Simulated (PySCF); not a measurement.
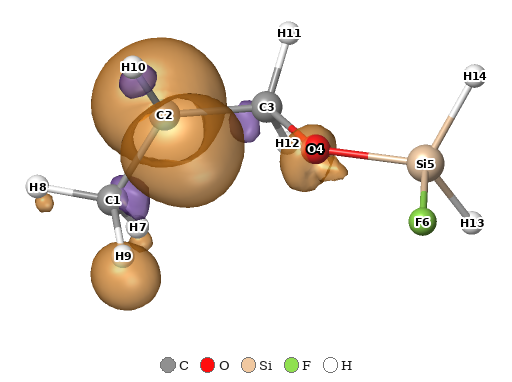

Figure. C₃H₈FOSi (doublet). Isosurfaces of the spin density at +0.03 (orange) and −0.03 e/Å³ (purple), seen at a tilt.

Geometry: GFN2-xTB.

Method: UKS B3LYP, pcH-1 on C F H O Si, non-relativistic, mean-field spin-orbit, GIAO (PySCF 2.14.0, density-fitted response routines).

```xyz
14

C    -2.2831    0.0312   -0.1197
C    -1.2353    0.9670   -0.5686
C     0.1508    0.5066   -0.7898
O     0.8588    0.5344    0.4443
Si    2.3627    0.1275    0.8255
F     2.3565    0.3676    2.4062
H    -2.1816   -0.9361   -0.6118
H    -3.2766    0.4345   -0.3061
H    -2.2047   -0.1509    0.9599
H    -1.4021    2.0253   -0.4617
H     0.6782    1.1556   -1.4996
H     0.1689   -0.5210   -1.1716
H     2.6479   -1.2841    0.6140
H     3.3589    1.0221    0.2569
```

Question: Where is the unpaired spin?

Answer: The unpaired spin (1 electron) lies mostly on C2 (about 0.6), in electrons by Hirshfeld's partition.
